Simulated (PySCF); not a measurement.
```xyz
14

C    -0.3339    1.9091    0.1661
C     0.5220    0.7034    0.0440
S     2.2564    0.8332    0.0089
C     2.3194   -0.8997   -0.1358
N     1.1844   -1.4813   -0.1540
C     0.1446   -0.6046   -0.0542
Si   -1.5992   -1.3073   -0.0641
H    -0.1110    2.4451    1.0886
H    -0.1575    2.5903   -0.6663
H    -1.3816    1.6181    0.1695
H     3.2626   -1.4050   -0.2027
H    -1.4991   -2.7570   -0.1669
H    -2.3304   -0.7405   -1.2033
H    -2.2749   -0.9054    1.1753
```

Geometry: GFN2-xTB.

Method: PBE0/pcSseg-1, SCF density, in a dichloromethane solvent model, non-relativistic (PySCF).

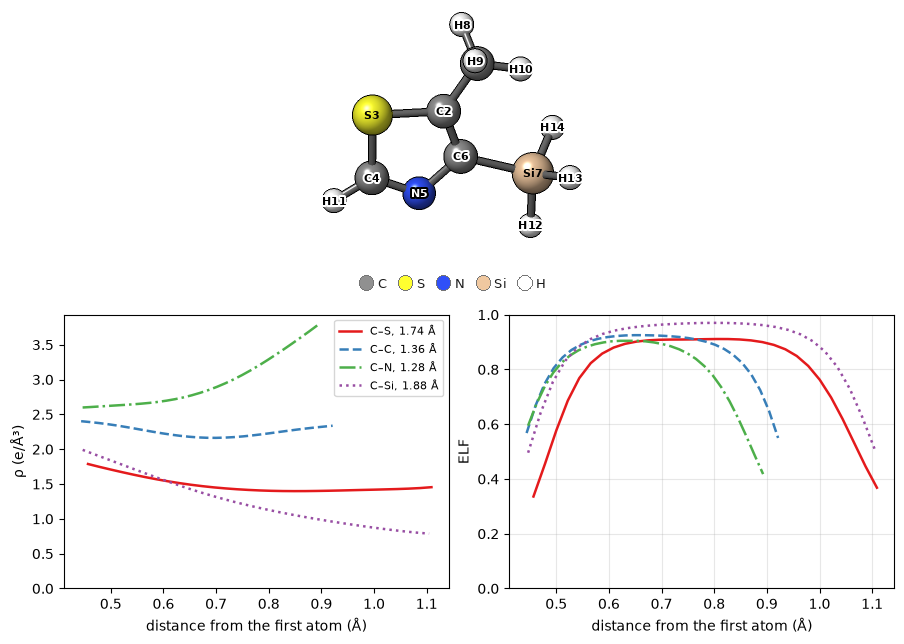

C₄H₇NSSi (SMILES Cc1scnc1[SiH3]). Total electron density and ELF along straight lines between neighbouring atoms. The curves leave out the atomic cores. The structure is drawn too.

Compare the contacts.

Answer. C–S (1.74 Å): the density is about 1.4 e/Å³ at the midpoint; the ELF peaks at about 0.90 between the atoms; a covalent bond.
C–C (1.36 Å): ρ is about 2.2 e/Å³ halfway; the ELF peaks at about 0.95 between the atoms: localised, covalent bonding.
C–N (1.28 Å): ρ is about 2.7 e/Å³ halfway; the ELF peaks at about 0.90 between the atoms; a covalent bond.
C–Si (1.88 Å): ρ is about 0.94 e/Å³ halfway; the ELF peaks at about 1 between the atoms, as expected for a covalent bond.
